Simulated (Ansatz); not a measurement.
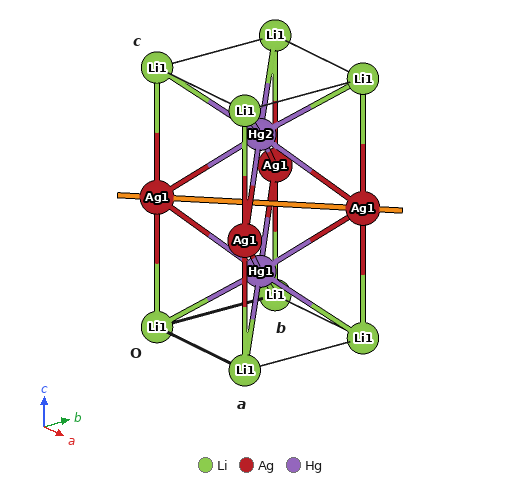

The coloured rod is the axis of a symmetry operation of the crystal. Crystal: LiAgHg2, coordinates from a relaxation with DFT LDA, scalar-relativistic, plane waves, PAW in Ansatz; the starting structure was generated, so it need not be a known form of this composition. Geometry calculated from the standardised cell; symmetry tolerance 0.002 Å.

a = 3.310 Å, b = 3.310 Å, c = 6.270 Å, α = 90.00°, β = 90.00°, γ = 90.00°.

| atom | x | y | z |
| --- | --- | --- | --- |
| Li1 | 0.0000 | 0.0000 | 0.0000 |
| Ag1 | 0.0000 | 0.0000 | 0.5000 |
| Hg1 | 0.5000 | 0.5000 | 0.2361 |
| Hg2 | 0.5000 | 0.5000 | 0.7639 |

Take the operation x, y, z → y, x, −z+1.

> What kind of operation is it, and where does it lie?

It is a 2-fold rotation, about the line along [1 1 0] through (1/2, 1/2, 1/2).

> Onto which atom does it carry each atom (up to whole multiples of a, b and c)?

Li1 → Li1, Ag1 → Ag1, Hg1 → Hg2, Hg2 → Hg1.

> What is the crystal's space group?

No. 123, P4/mmm.
